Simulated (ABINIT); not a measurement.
# Beyond one shot: AlN (P6_3mc), part 2 of 2

Wanted: G0W0 and self-consistent gaps of AlN (P6_3mc), with the cost of the cycles.

ABINIT 10.8.3; LDA and many-body steps on it, plane waves. Known limits of the many-body steps: not at the basis limit.

So far. Step 4 (G0W0): The gap on the mesh goes from 4.26 eV to 5.79 eV, a correction of +1.53 eV. Step 5 (evGW0, cycle 1): Against G0W0 in ABINIT (6×6×4 mesh, 134 bands, screening to 179.6 eV, Godby-Needs plasmon pole), the gap moves by +0.383 eV. This first cycle still uses the starting levels; it takes the full correction, at all points of the mesh, and its linearised value is 5.788 eV.

The database entry behind the starting cell differs from later determinations by our own check (inner coordinate u about 0.002 short), so it need not match the best structure at ambient conditions.

### Step 6. evGW0, cycle 2

Level of this step: evGW0 on LDA, plane waves, norm-conserving pseudopotentials (ABINIT).

The corrected levels of the last cycle go back in.

run.abi reads:

```
acell 3*1.0 Angstrom
rprim 
  3.113000000011 -0.000000000003 0.000000000000
  -1.556500000003 2.695937081992 0.000000000000
  0.000000000000 0.000000000000 4.981000000000
ntypat 2
znucl 13 7
natom 4
typat 1 1 2 2
xred 
  0.333333333333 0.666666666667 0.000000000000
  0.666666666667 0.333333333333 0.500000000000
  0.333333333333 0.666666666667 0.380000000000
  0.666666666667 0.333333333333 0.880000000000
pp_dirpath "pseudos"
pseudos "Al.upf, N.upf"
ecut 36
ngkpt 6 6 4
nshiftk 1
shiftk 0 0 0
kptopt 1
chksymbreak 0
istwfk *1
occopt 1
irdwfk 1
optdriver 4
nband 134
gwcalctyp 10
ecutsigx 36
symsigma 1
nkptgw 21
kptgw 
  0.0000000000 0.0000000000 0.0000000000
  0.1666666667 0.0000000000 0.0000000000
  0.3333333333 0.0000000000 0.0000000000
  0.5000000000 0.0000000000 0.0000000000
  0.1666666667 0.1666666667 0.0000000000
  0.3333333333 0.1666666667 0.0000000000
  0.3333333333 0.3333333333 0.0000000000
  0.0000000000 0.0000000000 0.2500000000
  0.1666666667 0.0000000000 0.2500000000
  0.3333333333 0.0000000000 0.2500000000
  0.5000000000 0.0000000000 0.2500000000
  0.1666666667 0.1666666667 0.2500000000
  0.3333333333 0.1666666667 0.2500000000
  0.3333333333 0.3333333333 0.2500000000
  0.0000000000 0.0000000000 0.5000000000
  0.1666666667 0.0000000000 0.5000000000
  0.3333333333 0.0000000000 0.5000000000
  0.5000000000 0.0000000000 0.5000000000
  0.1666666667 0.1666666667 0.5000000000
  0.3333333333 0.1666666667 0.5000000000
  0.3333333333 0.3333333333 0.5000000000
bdgw 
  1 22
  1 22
  1 22
  1 22
  1 22
  1 22
  1 22
  1 22
  1 22
  1 22
  1 22
  1 22
  1 22
  1 22
  1 22
  1 22
  1 22
  1 22
  1 22
  1 22
  1 22
ecuteps 6.6
irdscr 1
ppmodel 1
irdqps 1
indata_prefix "in"
outdata_prefix "out"
tmpdata_prefix "tmp"
```

On the command line:

```console
> OMP_NUM_THREADS=1 mpirun -n 4 abinit run.abi > log
```

Output:

```text
.Version 10.8.3 of ABINIT. v10.8.2 released Aug 2026.

 Symmetries : space group P6_3 m c (#186); Bravais hP (primitive hexag.)
[... echo of the input left out ...]
== DATASET  1 ==================================================================
-   mpi_nproc: 4, omp_nthreads: 1 (-1 if OMP is not activated)

--- !DatasetInfo
iteration_state: {dtset: 1, }
dimensions: {natom: 4, nkpt: 21, mband: 134, nsppol: 1, nspinor: 1, nspden: 1, mpw: 2934, }
cutoff_energies: {ecut:  36.0, pawecutdg:  -1.0, }
[...]
.  kptgw no:  3; Maximum DeltaE = (  -0.116  -0.001) for band index: 12
[...]
.  kptgw no: 20; Maximum DeltaE = (   0.106  -0.001) for band index:  3
.  kptgw no: 21; Maximum DeltaE = (  -0.150   0.001) for band index: 14

== END DATASET(S) ==============================================================
================================================================================

 -outvars: echo values of variables after computation  --------
           etotal      0.0000000000E+00
            nband         134
             nkpt          21
          spgroup         186
 [... the other variables as echoed above ...]

 Calculation completed.
```

Wall time 42 min (4 MPI ranks of Arm Neoverse V1, shared host); peak memory 2.3 GiB; 2.8 h of CPU time.

Numbers from this step:

| Property | Result |
| --- | --- |
| quasiparticle gap on the mesh | 6.048 eV |
| gap of the density functional on the mesh | 4.255 eV |
| k of the valence top | 0, 0, 0 |
| k of the conduction bottom | 0, 0, 0 |
| least direct quasiparticle gap on the computed points | 6.048 eV |

Against the cycle before, the gap moves by −0.123 eV.

### Step 7. evGW0, cycle 3

run.abi is that of step 6.

Output:

```text
.Version 10.8.3 of ABINIT. v10.8.2 released Aug 2026.

 Symmetries : space group P6_3 m c (#186); Bravais hP (primitive hexag.)
[... echo of the input left out ...]
== DATASET  1 ==================================================================
-   mpi_nproc: 4, omp_nthreads: 1 (-1 if OMP is not activated)

--- !DatasetInfo
iteration_state: {dtset: 1, }
dimensions: {natom: 4, nkpt: 21, mband: 134, nsppol: 1, nspinor: 1, nspden: 1, mpw: 2934, }
cutoff_energies: {ecut:  36.0, pawecutdg:  -1.0, }
[...]
.  kptgw no:  3; Maximum DeltaE = (  -0.041  -0.015) for band index: 22
[...]
.  kptgw no: 20; Maximum DeltaE = (  -0.010  -0.001) for band index:  3
.  kptgw no: 21; Maximum DeltaE = (   0.024  -0.000) for band index: 13

== END DATASET(S) ==============================================================
================================================================================

 -outvars: echo values of variables after computation  --------
           etotal      0.0000000000E+00
            nband         134
             nkpt          21
          spgroup         186
 [... the other variables as echoed above ...]

 Calculation completed.
```

It took 42 min on 4 MPI ranks; peak memory 2.3 GiB.

Numbers from this step:

```yaml
quasiparticle_gap_on_the_mesh: 6.052 eV
gap_of_the_density_functional_on_the_mesh: 4.255 eV
k_of_the_valence_top: 0, 0, 0
k_of_the_conduction_bottom: 0, 0, 0
least_direct_quasiparticle_gap_on_the_computed_points: 6.052 eV
```

Against the cycle before, the gap moves by +0.004 eV.

### Step 8. Side by side

Times are wall times on 4 MPI ranks of Arm Neoverse V1, shared host, good to a factor of about two. A run's time includes the screening step that it read.

```
           run   mesh  bands  screening cutoff (eV)  DFT gap (eV)  gap on the mesh (eV)  direct (eV)  ε∞ used     time
          G0W0  6×6×4    134                  179.6         4.255                 5.788        5.788     4.28  3.4 min
evGW0, cycle 1  6×6×4    134                  179.6         4.255                 6.171        6.171     4.28   45 min
evGW0, cycle 2  6×6×4    134                  179.6         4.255                 6.048        6.048     4.28   45 min
evGW0, cycle 3  6×6×4    134                  179.6         4.255                 6.052        6.052     4.28   44 min
```

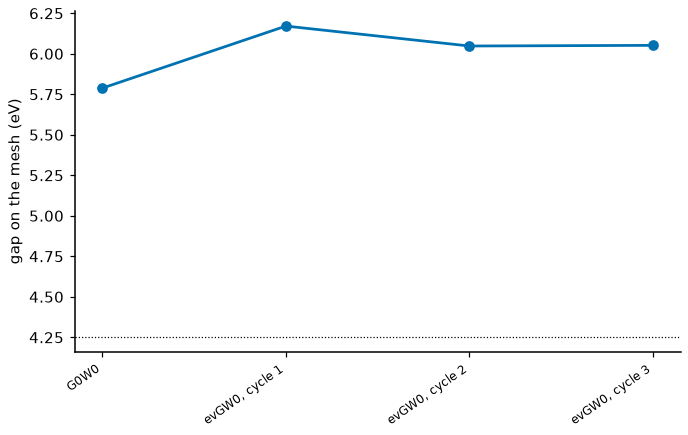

The gap through the cycles; the dotted line is the starting gap.

### Step 9. Results

```yaml
g0w0: 5.788 eV
evgw0_cycle_1: 6.171 eV
evgw0_cycle_2: 6.048 eV
evgw0_cycle_3: 6.052 eV
known_limits: not at the basis limit
```

In words: Only the bands that the input lists are updated; the others, empty or deep, keep the functional's energies or take a rigid shift. evGW0 ends at 6.05 eV, +0.26 eV from G0W0, after 3 cycles that took 2.1 h beside the first screening; the last moved the gap by 0.004 eV. The first cycle of evGW0 takes the full correction, without the factor Z, so it overshoots the one-shot value. Bands and cutoff are finite, so the gap is not at the basis limit. The miss can reach some tenths of an eV and take either sign; the mesh is an error of its own.

[Paths, hosts, dates, memory and timing lines, banners, echoed tables and standing remarks are left out of the program output.]

[Logs are printed without paths, hosts, clocks, repeated set-up lines and the standing remarks that a program may print on its own settings, such as how far it seeks lower states.]

[Runs of the session that timed out or met a known fault of the program may be left out.]

[Hosts, paths, dates, database ids (printed as entryN), source tags and the programs' standing remarks are cut or masked in the printed files.]

[G0W0 gaps are taken among the corrected bands and points alone; a level outside them can change the order at an edge.]

[Where Ansatz stands beside ABINIT at settings called matched, ABINIT's density can come from a denser mesh and the files from another edition; pairs whose starting gaps differed by over 0.03 eV were left out, so agreement reads better than it is.]
